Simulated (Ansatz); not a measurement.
Run report: GaH₂Cl, nudged elastic band

System: GaH₂Cl.
Method: RKS PBE0/def2-SVP (Ansatz 0.2.0).

One setting was made poor on purpose. It belongs to a series of runs on one base structure; here: band between the two ends.

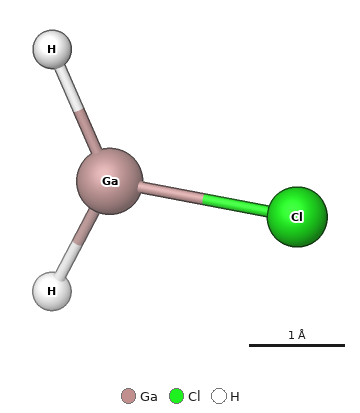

The structure as given in the input (ball-and-stick view, seen at a tilt). Sticks mark near contacts.

### The input
```yaml
crystal:
  periodic: [false, false, false]
  atoms:
    - { symbol: Ga, position_ang: [0.45405, 0.0, 0.077798] }
    - { symbol: Cl, position_ang: [0.821871, 0.0, 2.202847] }
    - { symbol: H, position_ang: [1.731139, 0.0, -0.81632] }
    - { symbol: H, position_ang: [-1.049461, 0.0, -0.334125] }
basis:
  gaussian: { orbitals: def2-SVP }
hamiltonian:
  xc: pbe0
neb:
  order_check: false
  images: 7
  f_tol: 0.05
  max_iterations: 60
  spring: 50.0
  final_atoms:
    - { symbol: Ga, position_ang: [-0.41490521, 0.0, -1.03445902] }
    - { symbol: Cl, position_ang: [1.40102994, 0.0, 1.30109094] }
    - { symbol: H, position_ang: [2.51610816, 0.0, 0.65553313] }
    - { symbol: H, position_ang: [-1.54463389, 0.0, 0.20803495] }
  initial_path:
    images:
      - { positions_ang: [[0.45405, 0.0, 0.077798], [0.821871, 0.0, 2.202847], [1.731139, 0.0, -0.81632], [-1.049461, 0.0, -0.334125]] }
      - { positions_ang: [[0.34049426, 0.0, 0.05842333], [1.00352335, 0.0, 2.12359841], [1.74074032, 0.0, -0.60526072], [-1.12715893, 0.0, -0.44656103]] }
      - { positions_ang: [[0.22693853, 0.0, 0.03904866], [1.1851757, 0.0, 2.04434983], [1.75034164, 0.0, -0.39420144], [-1.20485686, 0.0, -0.55899705]] }
      - { positions_ang: [[0.11338279, 0.0, 0.019674], [1.36682805, 0.0, 1.96510124], [1.75994296, 0.0, -0.18314216], [-1.2825548, 0.0, -0.67143308]] }
      - { positions_ang: [[-0.00017294, 0.0, 0.00029933], [1.54848039, 0.0, 1.88585265], [1.76954428, 0.0, 0.02791712], [-1.36025273, 0.0, -0.78386911]] }
      - { positions_ang: [[-0.10385601, 0.0, -0.25839026], [1.51161778, 0.0, 1.73966223], [1.95618525, 0.0, 0.18482112], [-1.40634802, 0.0, -0.53589309]] }
      - { positions_ang: [[-0.20753907, 0.0, -0.51707985], [1.47475517, 0.0, 1.5934718], [2.14282622, 0.0, 0.34172512], [-1.45244331, 0.0, -0.28791708]] }
      - { positions_ang: [[-0.31122214, 0.0, -0.77576944], [1.43789255, 0.0, 1.44728137], [2.32946719, 0.0, 0.49862913], [-1.4985386, 0.0, -0.03994106]] }
      - { positions_ang: [[-0.41490521, 0.0, -1.03445902], [1.40102994, 0.0, 1.30109094], [2.51610816, 0.0, 0.65553313], [-1.54463389, 0.0, 0.20803495]] }
```

Hardware: 1 thread of Intel Xeon (Granite Rapids), 32 GiB of memory available, shared host.

Command:
```bash
ansatz run input.yaml --threads 1 --pin off --max-ram 2048MiB --backend cpu --events-out ev --progress --plain --runs-dir out
```

### What the program printed
```
Engine: ansatz 0.2.0, x86_64-unknown-linux-gnu
Functional definition: PBE0
  parameter a = 0.25
  parameter kappa = 0.804
  parameter beta = 0.06672455060314922
  exchange = (1 - a)*pbe_x(kappa = kappa, mu = beta*pi^2/3) + a*exact_x
  correlation = pbe_c(beta = beta)
618 factors; integrals over basis functions are off by at most 3.1e-4 eV
mean field evaluation 1: about -64911.7986 eV, gradient 2.2e1 eV
mean field evaluation 2: about -64911.5385 eV, gradient 2.7e1 eV
mean field evaluation 4: about -64912.5729 eV, gradient 1.8e-1 eV
mean field evaluation 8: about -64912.5737 eV, gradient 4.1e-3 eV
mean field -64912.57373420 eV, -2385.4930854089 hartree, gradient 2.8e-5 eV, S^2 0.000000; 0 other end points of the search recorded, 0 dependent functions left out
the calculation of the forces begins
reference -64912.57375896 eV, -2385.4930863191 hartree; 25, 25 occupied and 35, 35 virtual orbitals, 618 factors
619 factors; integrals over basis functions are off by at most 1.1e-3 eV
mean field evaluation 16: about -64910.6129 eV, gradient 2.1e0 eV
mean field -64910.61171070 eV, -2385.4209823754 hartree, gradient 1.7e-5 eV, S^2 0.000000; 0 other end points of the search recorded, 0 dependent functions left out
[... from here on the field's lines of each further geometry are left out, up to the last ...]
NEB iter   1: max|band force component| = 9.726e0 eV/Å  barrier→ = 4.0409 eV  barrier← = 2.0789 eV  Δτ_max = 0.1968 Å  (231 SCF iters)
NEB iter   2: max|band force component| = 3.656e0 eV/Å  barrier→ = 2.8948 eV  barrier← = 0.9328 eV  Δτ_max = 0.2000 Å  (199 SCF iters)
NEB iter   3: max|band force component| = 2.851e0 eV/Å  barrier→ = 2.6455 eV  barrier← = 0.6835 eV  Δτ_max = 0.1916 Å  (197 SCF iters)
NEB iter   4: max|band force component| = 1.335e0 eV/Å  barrier→ = 2.4083 eV  barrier← = 0.4463 eV  Δτ_max = 0.0689 Å  (196 SCF iters)
NEB iter   5: max|band force component| = 4.610e-1 eV/Å  barrier→ = 2.3583 eV  barrier← = 0.3962 eV  CI = image 4  Δτ_max = 0.0663 Å  (186 SCF iters)
NEB iter   6: max|band force component| = 1.578e-1 eV/Å  barrier→ = 2.3804 eV  barrier← = 0.4184 eV  CI = image 4  Δτ_max = 0.0239 Å  (184 SCF iters)
NEB iter   7: max|band force component| = 1.020e-1 eV/Å  barrier→ = 2.3811 eV  barrier← = 0.4191 eV  CI = image 4  Δτ_max = 0.0091 Å  (179 SCF iters)
the calculation of the forces begins
reference -64910.58820801 eV, -2385.4201186674 hartree; 25, 25 occupied and 35, 35 virtual orbitals, 621 factors
619 factors; integrals over basis functions are off by at most 1.6e-3 eV
mean field -64910.19281712 eV, -2385.4055883201 hartree, gradient 7.9e-5 eV, S^2 0.000000; 1 other end points of the search recorded, 0 dependent functions left out
the calculation of the forces begins
reference -64910.19284029 eV, -2385.4055891718 hartree; 25, 25 occupied and 35, 35 virtual orbitals, 619 factors
NEB iter   8: max|band force component| = 3.483e-2 eV/Å  barrier→ = 2.3809 eV  barrier← = 0.4189 eV  CI = image 4  Δτ_max = 0.0000 Å  (355 SCF iters)
```

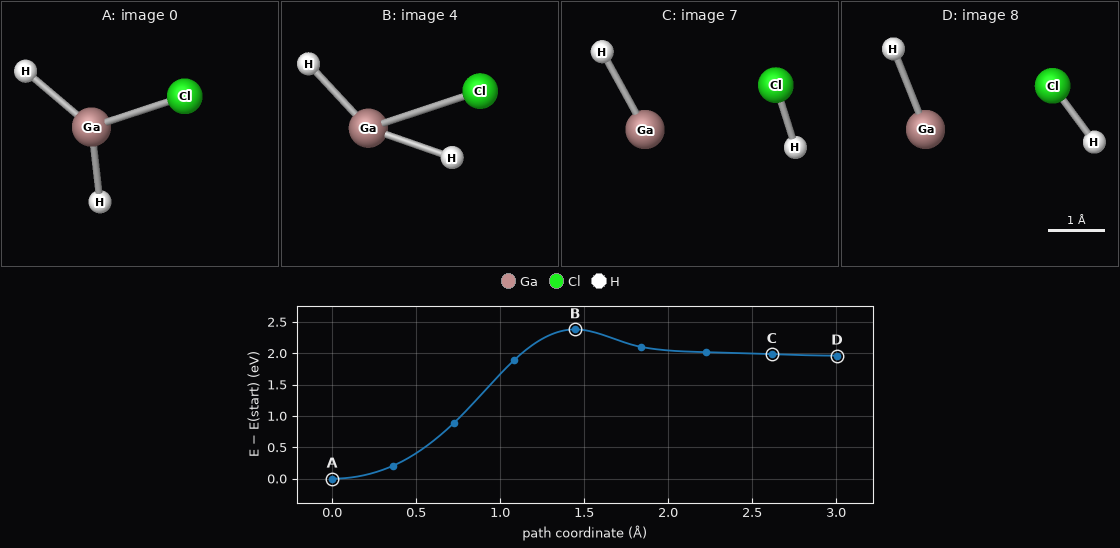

Images of the last band (counted from 0; ball-and-stick, seen at a tilt) above the energy along the path; the line is a cubic interpolation that uses the forces. The highest image is number 4, 2.381 eV above the start and 0.419 eV above the end (the climbing image); the end lies 1.962 eV above the start. The path is 3.01 Å long. The band converged in 8 iterations.

```
Total energy: -64910.19284029 eV, -2385.4055891718 hartree
Atom 0 at     0.244979    -0.000000    -0.552827 Å, force    -0.016877    -0.000000     0.005460 eV/Å
Atom 1 at     1.315654    -0.000000     1.804663 Å, force    -0.010729    -0.000000    -0.036651 eV/Å
Atom 2 at     1.730109     0.000000     0.206107 Å, force     0.009631     0.000000     0.024329 eV/Å
Atom 3 at    -1.333143     0.000000    -0.327744 Å, force     0.017974     0.000000     0.006862 eV/Å
Dipole moment:    -0.175631    -0.000000    -0.482409 e Å
this run last wrote the band of iteration 8 to [file]
```

### The last band as extended XYZ (Å, eV, eV/Å)
```
4
Properties=species:S:1:pos:R:3:forces:R:3 image=0 energy=-64912.57373
Ga    0.4541    0.0000    0.0778    0.0000   0.0000   0.0003
Cl    0.8219    0.0000    2.2028    0.0006   0.0000   0.0000
H     1.7311    0.0000   -0.8163   -0.0011   0.0000   0.0007
H    -1.0495    0.0000   -0.3341    0.0005   0.0000  -0.0009
4
Properties=species:S:1:pos:R:3:forces:R:3 image=1 energy=-64912.36846
Ga    0.3610    0.0000   -0.0044    0.1950   0.0000   0.4617
Cl    0.9634    0.0000    2.0737   -0.4143   0.0000   0.4195
H     1.7960    0.0000   -0.5701   -0.0651   0.0000  -0.8528
H    -1.1628    0.0000   -0.3690    0.2845   0.0000  -0.0284
4
Properties=species:S:1:pos:R:3:forces:R:3 image=2 energy=-64911.68882
Ga    0.3054    0.0000   -0.1452    0.2289   0.0000   1.4075
Cl    1.0750    0.0000    1.9498   -0.8923   0.0000   0.5783
H     1.8219    0.0000   -0.2991    0.2621   0.0000  -1.8018
H    -1.2447    0.0000   -0.3753    0.4012   0.0000  -0.1840
4
Properties=species:S:1:pos:R:3:forces:R:3 image=3 energy=-64910.67833
Ga    0.2767    0.0000   -0.3433    0.1829   0.0000   1.4612
Cl    1.1859    0.0000    1.8724   -0.8838   0.0000   0.4520
H     1.7891    0.0000   -0.0354    0.4045   0.0000  -1.7047
H    -1.2940    0.0000   -0.3635    0.2964   0.0000  -0.2085
4
Properties=species:S:1:pos:R:3:forces:R:3 image=4 energy=-64910.19282
Ga    0.2450    0.0000   -0.5528   -0.0169   0.0000   0.0055
Cl    1.3157    0.0000    1.8047   -0.0107   0.0000  -0.0367
H     1.7301    0.0000    0.2061    0.0096   0.0000   0.0243
H    -1.3331    0.0000   -0.3277    0.0180   0.0000   0.0069
4
Properties=species:S:1:pos:R:3:forces:R:3 image=5 energy=-64910.47090
Ga    0.1030    0.0000   -0.7829   -0.1201   0.0000  -0.3816
Cl    1.5013    0.0000    1.7159    0.1667   0.0000  -0.0567
H     1.7754    0.0000    0.3896    0.0749   0.0000   0.3691
H    -1.4222    0.0000   -0.1925   -0.1215   0.0000   0.0692
4
Properties=species:S:1:pos:R:3:forces:R:3 image=6 energy=-64910.55552
Ga   -0.1178    0.0000   -0.9131   -0.0297   0.0000  -0.0316
Cl    1.5944    0.0000    1.6737    0.0027   0.0000   0.0035
H     2.0427    0.0000    0.4552    0.0510   0.0000   0.0254
H    -1.5617    0.0000   -0.0856   -0.0241   0.0000   0.0027
4
Properties=species:S:1:pos:R:3:forces:R:3 image=7 energy=-64910.58819
Ga   -0.2726    0.0000   -0.9561   -0.0266   0.0000  -0.0183
Cl    1.5038    0.0000    1.5088   -0.0360   0.0000  -0.0301
H     2.3305    0.0000    0.5208    0.0702   0.0000   0.0318
H    -1.6041    0.0000    0.0568   -0.0076   0.0000   0.0166
4
Properties=species:S:1:pos:R:3:forces:R:3 image=8 energy=-64910.61171
Ga   -0.4149    0.0000   -1.0345    0.0017   0.0000   0.0013
Cl    1.4010    0.0000    1.3011   -0.0004   0.0000  -0.0075
H     2.5161    0.0000    0.6555   -0.0013   0.0000   0.0043
H    -1.5446    0.0000    0.2080    0.0000   0.0000   0.0019
```

### Summary

- outcome: converged
- barrier, forward: 2.381 eV
- barrier, backward: 0.419 eV
- wall time: 49 s
- peak memory: 0.14 GiB

### Notes

A deliberately poor setting: spring. The order of the saddle point was not checked.
